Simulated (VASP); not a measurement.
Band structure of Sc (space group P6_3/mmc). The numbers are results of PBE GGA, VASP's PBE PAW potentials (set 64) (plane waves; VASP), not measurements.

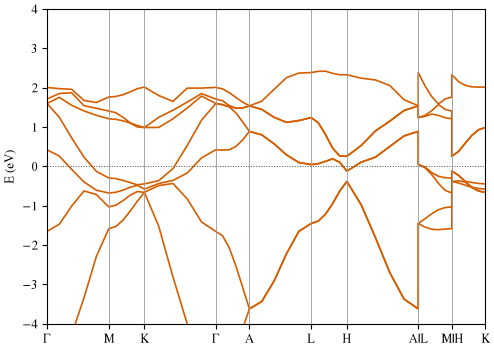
Fig. 1. Bands along high-symmetry lines, zero at the valence-band maximum or, without a gap, the Fermi level

Question: Read the plot: is there a gap, and where are the band edges?

Answer: It has no gap at this level: it comes out as a metal or semimetal.

The structure is a typed Sc crystal (P6_3/mmc). The cell was not relaxed at this level.
